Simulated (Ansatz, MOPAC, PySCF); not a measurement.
Breaking a bond: trisilylamine, SMILES [SiH3]N([SiH3])[SiH3] (H₉NSi₃). The Si1–H13 bond (Si1 also carries H, H, N; H13 carries nothing else) is stretched with both fragments frozen at the PBE0/def2-SVP optimised geometry.

```
13

Si     0.0000     0.0000     0.0000
N     -1.4487    -0.8191    -0.5708
Si    -2.0948    -2.1814     0.3359
Si    -2.1008    -0.4357    -2.1592
H      1.2577    -0.6668    -0.4647
H      0.0000     1.4014    -0.5159
H     -1.8894    -1.9356     1.7945
H     -3.5514    -2.3155     0.0357
H     -1.4261    -3.4745    -0.0153
H     -1.4452    -1.2192    -3.2542
H     -3.5603    -0.7508    -2.1732
H     -1.8841     1.0159    -2.4349
H      0.0000     0.0000     1.4934
```

- RKS-PBE0 = restricted PBE0/def2-SVP (Ansatz, a quantum-chemistry and plane-wave program)
- RHF/STO-3G = PySCF with restricted Hartree-Fock/STO-3G
- UHF/STO-3G = PySCF with unrestricted Hartree-Fock/STO-3G
- AM1, restricted, heats of formation (MOPAC)
- UKS-BLYP = unrestricted BLYP/def2-SVP in Ansatz

Energies are in kcal/mol, each relative to the lowest point of its own curve near equilibrium.

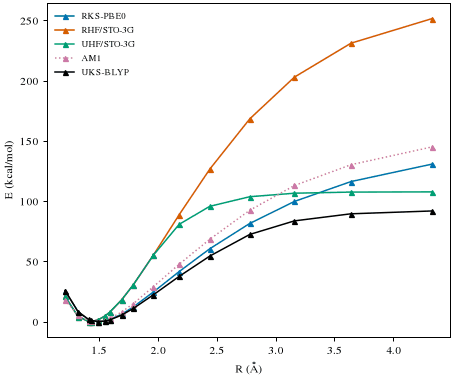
Figure. Energy against bond length for each method.

| R / Å | RKS-PBE0 | RHF/STO-3G | UHF/STO-3G | AM1 | UKS-BLYP |
|---|---|---|---|---|---|
| 1.21 | 25.7 | 20.8 | 20.8 | 17.8 | 25.7 |
| 1.32 | 8.1 | 4.2 | 4.2 | 5.2 | 8.3 |
| 1.41 | 1.6 | 0.0 | 0.0 | 0.6 | 1.8 |
| 1.43 | 0.9 | 0.0 | 0.0 | 0.2 | 1.0 |
| 1.49 | 0.0 | 1.4 | 1.4 | 0.0 | 0.0 |
| 1.55 | 0.6 | 4.7 | 4.7 | 1.2 | 0.4 |
| 1.59 | 1.7 | 7.8 | 7.8 | 2.6 | 1.4 |
| 1.69 | 6.1 | 18.0 | 18.0 | 7.9 | 5.4 |
| 1.79 | 12.2 | 30.6 | 30.6 | 14.9 | 10.9 |
| 1.96 | 24.5 | 55.1 | 55.1 | 28.9 | 22.2 |
| 2.18 | 41.5 | 88.7 | 80.7 | 47.6 | 37.5 |
| 2.44 | 60.4 | 126.5 | 95.7 | 68.4 | 54.4 |
| 2.78 | 81.5 | 168.3 | 103.6 | 92.4 | 72.3 |
| 3.16 | 99.7 | 202.9 | 106.5 | 112.9 | 83.6 |
| 3.64 | 116.2 | 231.0 | 107.5 | 130.2 | 89.5 |
| 4.33 | 130.7 | 251.5 | 107.7 | 145.0 | 91.8 |

At the longest distance, 4.33 Å, RHF/STO-3G lies highest above its minimum (251.5 kcal/mol) and UKS-BLYP lowest (91.8 kcal/mol).

The restricted form behind RKS-PBE0, RHF/STO-3G, AM1 keeps the bonding electrons paired and can't separate into open-shell fragments. The unrestricted determinant behind UHF/STO-3G is spin-contaminated at 2.18 to 4.33 Å (<S²> up to 1.0, against 0.00 for a pure singlet). The unrestricted determinant behind UKS-BLYP is spin-contaminated at 2.78 to 4.33 Å (<S²> up to 1.0, against 0.00 for a pure singlet).
